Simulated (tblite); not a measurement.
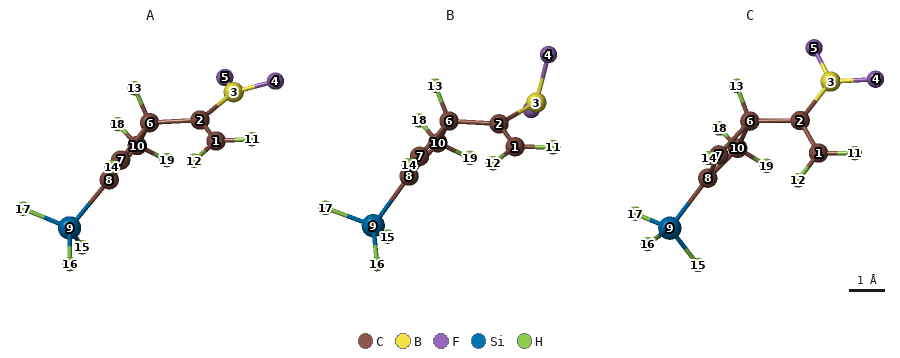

3 geometries from one relaxation of C6H9BF2Si, in shuffled order. The picture is a ball-and-stick view, seen from a free direction.

The calculation used tblite 0.8.0, GFN2-xTB geometry optimisation, gas phase. 

Put them in the order of the run, from the start to the converged end.

Answer. B, A, C. They are steps 0, 54, 183, at +1.635 eV, +0.056 eV relative to the last. Over 183 geometry steps the energy falls by 1.635 eV. The largest move after the best rigid fit is that of F5, 2.09 Å. Largest moves by element: F 2.09 Å, H 1.29 Å, B 0.69 Å, C 0.41 Å, Si 0.19 Å. Some distances before and after: B3–F4 1.483 → 1.321 Å, B3–F5 1.445 → 1.321 Å, C6–C10 1.501 → 1.561 Å, C6–C7 1.448 → 1.504 Å. Bond angles that change, for instance: C2–B3–F4 113.1° → 123.0°, C2–B3–F5 117.7° → 123.3°, B3–C2–C6 123.7° → 118.0°. Groups turn about C8–Si9 by about 40°, C2–C6 by about 30°. The run took 2.8 s on 1 thread of Arm Neoverse N1 (shared host).
